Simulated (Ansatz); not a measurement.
# CH₇HfNO₃: how energies converge with the basis set

How large a basis does CH₇HfNO₃ need? Two functionals are run in growing sets.

Method: one geometry, several basis sets; program: Ansatz 0.2.0, Gaussian basis.

Plan: PBE0-D4/def2-SVP; ωB97M-V/def2-SVP; PBE0-D4/def2-QZVPP; ωB97M-V/def2-QZVPP; the functionals' def2-TZVPP values are taken from earlier runs.

### 1 The relaxed structure

The geometry comes from an earlier relaxation with PBE0-D4 in a triple-zeta def2 set; it is a stationary point, not always the lowest conformer. Hf takes the def2 core potential; no spin-orbit term is included.

SMILES `C[NH][Hf]([OH])([OH])[OH]`, 13 atoms, charge 0, spin multiplicity 1.

Atoms are counted from 1 here; the program's logs count them from 0.

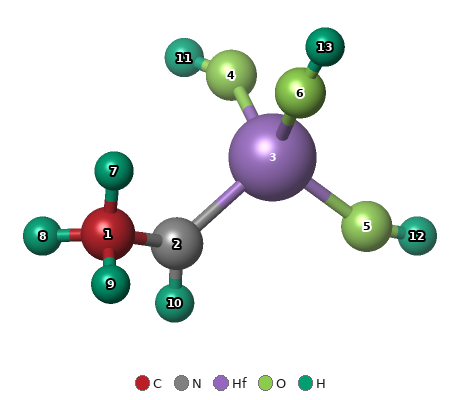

The geometry (carbon red, nitrogen grey, hafnium purple, oxygen green, hydrogen teal); atoms are numbered from 1 in the order of the file.

As a file:

```xyz
13

C     1.15194   -1.41640    1.08606
N     0.94089   -0.62118   -0.10501
Hf   -0.53150    0.73310   -0.48660
O    -2.12112   -0.14875   -1.18364
O     0.17715    1.92887   -1.83726
O    -0.98048    1.55295    1.21263
H     0.39219   -1.17658    1.83536
H     1.08422   -2.49481    0.89221
H     2.12643   -1.22211    1.55155
H     1.66688   -0.78602   -0.79011
H    -2.52362   -0.97051   -1.44704
H     0.11782    2.55604   -2.54989
H    -1.50080    2.06540    1.82175
```

### 2 PBE0-D4 in def2-SVP

File in.yaml:

```yaml
crystal:
  periodic: [false, false, false]
  atoms:
    - {symbol: C, position_ang: [1.151938, -1.416396, 1.086056]}
    - {symbol: N, position_ang: [0.940887, -0.621182, -0.105015]}
    - {symbol: Hf, position_ang: [-0.531503, 0.733104, -0.486597]}
    - {symbol: O, position_ang: [-2.121118, -0.148746, -1.183636]}
    - {symbol: O, position_ang: [0.177150, 1.928865, -1.837262]}
    - {symbol: O, position_ang: [-0.980480, 1.552947, 1.212634]}
    - {symbol: H, position_ang: [0.392188, -1.176579, 1.835363]}
    - {symbol: H, position_ang: [1.084224, -2.494813, 0.892205]}
    - {symbol: H, position_ang: [2.126432, -1.222106, 1.551550]}
    - {symbol: H, position_ang: [1.666877, -0.786023, -0.790109]}
    - {symbol: H, position_ang: [-2.523622, -0.970511, -1.447042]}
    - {symbol: H, position_ang: [0.117823, 2.556042, -2.549895]}
    - {symbol: H, position_ang: [-1.500796, 2.065398, 1.821748]}
basis:
  gaussian: {orbitals: def2-SVP}
hamiltonian: {xc: pbe0, dispersion: d4}
output: {orbitals: {seedname: orbitals}}
```

Launch:

```bash
$ ansatz run in.yaml --threads 4 --pin off --events-out ev --progress --plain --max-ram 11315MiB
```

Standard output:

```text
Functional definition: PBE0
  name "PBE0"
  cite "Adamo & Barone, J. Chem. Phys. 110, 6158 (1999) doi:10.1063/1.478522"
  cite "Perdew, Burke & Ernzerhof, Phys. Rev. Lett. 77, 3865 (1996) doi:10.1103/PhysRevLett.77.3865"
  parent pbe
  parameter a = 0.25
  parameter kappa = 0.804
  parameter beta = 0.06672455060314922
  exchange = (1 - a)*pbe_x(kappa = kappa, mu = beta*pi^2/3) + a*exact_x
  correlation = pbe_c(beta = beta)
1512 factors; their error is unknown
mean field evaluation 1: about -10059.4408 eV, gradient 1.0e2 eV
mean field evaluation 2: about -10015.8167 eV, gradient 1.8e2 eV
mean field evaluation 4: about -10078.1818 eV, gradient 4.4e0 eV
mean field evaluation 8: about -10078.3186 eV, gradient 2.5e-1 eV
mean field evaluation 16: about -10078.3188 eV, gradient 7.7e-5 eV
mean field -10078.31875307 eV, -370.3713828455 hartree, gradient 7.7e-5 eV, S^2 0.000000; 0 other end points of the search recorded, 0 dependent functions left out
reference -10078.31881537 eV, -370.3713851352 hartree; 28, 28 occupied and 109, 109 virtual orbitals, 1512 factors
Total energy: -10078.52625595 eV, -370.3790084359 hartree
```

Run time: 1.8 s. Hardware: 4 threads of Arm Neoverse V2, shared host; peak memory 0.34 GiB.

### 3 ωB97M-V in def2-SVP

Changes to in.yaml since step 2:

```diff
@@ -18,3 +18,3 @@
   gaussian: {orbitals: def2-SVP}
-hamiltonian: {xc: pbe0, dispersion: d4}
+hamiltonian: {xc: {name: wB97M-V}}
 output: {orbitals: {seedname: orbitals}}
```

The command is unchanged.

Standard output, shortened:

```text
Functional definition: wB97M-V
  name "wB97M-V"
  cite "Mardirossian & Head-Gordon, J. Chem. Phys. 144, 214110 (2016) doi:10.1063/1.4952647"
  cite "Becke, J. Chem. Phys. 107, 8554 (1997) doi:10.1063/1.475007"
  cite "Vydrov & Van Voorhis, J. Chem. Phys. 133, 244103 (2010) doi:10.1063/1.3521275"
  # Of w^i u^j: cxij and so on, Table III.
[...]
  gx(w, u) = 1 - cx + cx01*u + cx10*w
  gss(w, u) = css00 + css04*u^4 + css10*w + css20*w^2 + css43*w^4*u^3
  gos(w, u) = cos00 + cos10*w + (cos20 + cos21*u)*w^2 + (cos60 + cos61*u)*w^6
[...]
      + integral(e_c_pw_mod_opposite_spin*gos(b97_w_opposite, b97_u_opposite)) + vv10(b, c)
1482 factors; their error is unknown
352 factors; integrals over basis functions are off by at most 9.1e-6 eV
[...]
mean field -10082.87660155 eV, -370.5388806879 hartree, gradient 4.6e-5 eV, S^2 0.000000; 0 other end points of the search recorded, 0 dependent functions left out
reference -10082.87670128 eV, -370.5388843527 hartree; 28, 28 occupied and 109, 109 virtual orbitals, 1482 factors
Total energy: -10082.87670128 eV, -370.5388843527 hartree
```

Wall time 7.5 s (4 threads of Arm Neoverse V2, shared host); peak memory 0.49 GiB.

### 4 PBE0-D4 in def2-QZVPP

Changes to in.yaml since step 3:

```diff
@@ -17,4 +17,4 @@
 basis:
-  gaussian: {orbitals: def2-SVP}
-hamiltonian: {xc: {name: wB97M-V}}
+  gaussian: {orbitals: "def2-QZVPP.json"}
+hamiltonian: {xc: pbe0, dispersion: d4}
 output: {orbitals: {seedname: orbitals}}
```

Same command.

Standard output:

```text
Functional definition: PBE0
  name "PBE0"
  cite "Adamo & Barone, J. Chem. Phys. 110, 6158 (1999) doi:10.1063/1.478522"
  cite "Perdew, Burke & Ernzerhof, Phys. Rev. Lett. 77, 3865 (1996) doi:10.1103/PhysRevLett.77.3865"
  parent pbe
  parameter a = 0.25
  parameter kappa = 0.804
  parameter beta = 0.06672455060314922
  exchange = (1 - a)*pbe_x(kappa = kappa, mu = beta*pi^2/3) + a*exact_x
  correlation = pbe_c(beta = beta)
1803 factors; their error is unknown
mean field evaluation 1: about -10065.9379 eV, gradient 1.2e2 eV
mean field evaluation 2: about -10003.8646 eV, gradient 2.1e2 eV
mean field evaluation 4: about -10089.7449 eV, gradient 7.8e0 eV
mean field evaluation 8: about -10089.8884 eV, gradient 2.4e-1 eV
mean field evaluation 16: about -10089.9015 eV, gradient 5.1e-5 eV
mean field -10089.90147488 eV, -370.7970400211 hartree, gradient 5.6e-5 eV, S^2 0.000000; 0 other end points of the search recorded, 0 dependent functions left out
reference -10089.90152160 eV, -370.7970417380 hartree; 28, 28 occupied and 548, 548 virtual orbitals, 1803 factors
Total energy: -10090.10896218 eV, -370.8046650388 hartree
```

It took 12 s on 4 threads of Arm Neoverse V2, shared host; peak memory 2.3 GiB.

### 5 ωB97M-V in def2-QZVPP

Changes to in.yaml since step 4:

```diff
@@ -18,3 +18,3 @@
   gaussian: {orbitals: "def2-QZVPP.json"}
-hamiltonian: {xc: pbe0, dispersion: d4}
+hamiltonian: {xc: {name: wB97M-V}}
 output: {orbitals: {seedname: orbitals}}
```

Launched as before.

Standard output, shortened:

```text
Functional definition: wB97M-V
  name "wB97M-V"
  cite "Mardirossian & Head-Gordon, J. Chem. Phys. 144, 214110 (2016) doi:10.1063/1.4952647"
  cite "Becke, J. Chem. Phys. 107, 8554 (1997) doi:10.1063/1.475007"
  cite "Vydrov & Van Voorhis, J. Chem. Phys. 133, 244103 (2010) doi:10.1063/1.3521275"
  # Of w^i u^j: cxij and so on, Table III.
[...]
  gx(w, u) = 1 - cx + cx01*u + cx10*w
  gss(w, u) = css00 + css04*u^4 + css10*w + css20*w^2 + css43*w^4*u^3
  gos(w, u) = cos00 + cos10*w + (cos20 + cos21*u)*w^2 + (cos60 + cos61*u)*w^6
[...]
      + integral(e_c_pw_mod_opposite_spin*gos(b97_w_opposite, b97_u_opposite)) + vv10(b, c)
1750 factors; their error is unknown
483 factors; integrals over basis functions are off by at most 7.2e-6 eV
[...]
mean field -10094.77597828 eV, -370.9761747169 hartree, gradient 1.9e-5 eV, S^2 0.000000; 0 other end points of the search recorded, 0 dependent functions left out
reference -10094.77605363 eV, -370.9761774860 hartree; 28, 28 occupied and 548, 548 virtual orbitals, 1750 factors
Total energy: -10094.77605363 eV, -370.9761774860 hartree
```

Run time: 31 s. Hardware: 4 threads of Arm Neoverse V2, shared host; peak memory 2.8 GiB.

### 6 Functionals by basis

The def2-TZVPP values come from earlier runs at the same geometry.

```tsv
functional	basis	functions	energy (eV)	from the largest (eV)	HOMO (eV)	LUMO (eV)
PBE0-D4	def2-SVP	137	-10078.5263	11.583	-6.26	0.30
PBE0-D4	def2-TZVPP	309	-10089.5762	0.533	-6.41	0.08
PBE0-D4	def2-QZVPP	576	-10090.1090	0.000	-6.46	-0.23
ωB97M-V	def2-SVP	137	-10082.8767	11.899	-8.57	1.50
ωB97M-V	def2-TZVPP	309	-10094.2684	0.508	-8.72	1.21
ωB97M-V	def2-QZVPP	576	-10094.7761	0.000	-8.78	0.61
```

### 7 Results

| quantity | value |
| --- | --- |
| PBE0-D4: double and triple zeta above quadruple | 11.58, 0.53 eV |
| ωB97M-V: double and triple zeta above quadruple | 11.90, 0.51 eV |

In words: PBE0-D4 gains 11.05 eV from double to triple zeta, then 0.53 eV more. These are total energies; as a rule much of such shifts cancels in differences, which this series doesn't test. The LUMO of ωB97M-V is positive and keeps falling with the basis (1.50 to 0.61 eV): an unbound level that the basis holds in place.

For PBE0-D4 the largest set took about 7 times as long as the smallest (12 s against 1.8 s).
